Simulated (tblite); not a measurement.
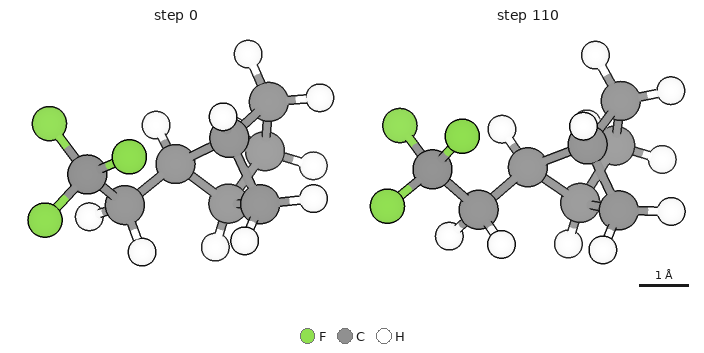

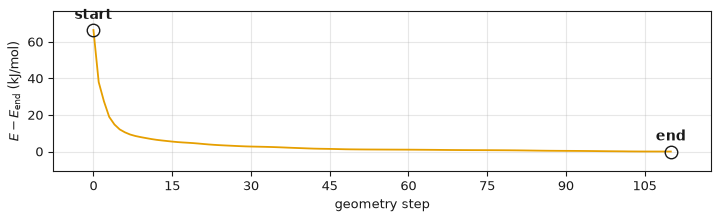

First and last geometry of a relaxation of C$_{8}$H$_{11}$F$_{3}$, with the history of the run. Style: ball-and-stick. Shown at a tilt.

Theory: GFN2-xTB geometry optimisation, gas phase (tblite). 

### What do the curves and the structures tell?

It converged. Over 110 geometry steps the energy falls by 66.4 kJ/mol. The largest move after the best rigid fit is that of an F atom, 0.59 Å. By element the largest moves are F 0.59 Å, H 0.50 Å, C 0.22 Å. Near-neighbour distances that change, for instance: C–C 1.485 → 1.544 Å, C–F 1.387 → 1.345 Å, C–C 1.488 → 1.524 Å, C–C 1.510 → 1.543 Å. Among the angles between lasting bonds that change: C–C–H 108.6° → 116.9°, F–C–F 112.5° → 106.4°, C–C–H 114.2° → 108.6°. Groups turn about C–C by about 25°.
